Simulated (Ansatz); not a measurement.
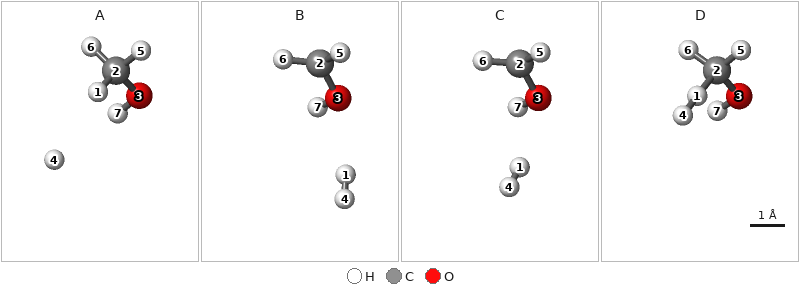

4 geometries from a converged minimum-energy path of CH5O (multiplicity 2), made up of CH₄O and H, shuffled. The picture is a ball-and-stick view, seen from a free direction.

Theory: Ansatz 0.2.0, UKS PBE0/def2-SVP. Settings: 7 movable images; climbing image; force threshold 0.05 eV/Å; iteration limit 60; starting path through a guess of the saddle point.

**Which frame is the transition state?**

D. In order along the path, whose images run from 0 to 8: A (image 0, 0.000 eV), D (image 3, +0.207 eV), C (image 7, −0.241 eV), B (image 8, −0.246 eV). A hydrogen atom shifts from one atom to another. Breaking: H1–C2 (1.11 → 1.33 at the top → 3.39 Å). Forming: H1–H4 (3.07 → 0.98 at the top → 0.76 Å).

Limits of the set-up: the start holds two separate molecules, 3.1 Å apart at their closest, whose relative position is a soft coordinate and is computed without a dispersion correction.
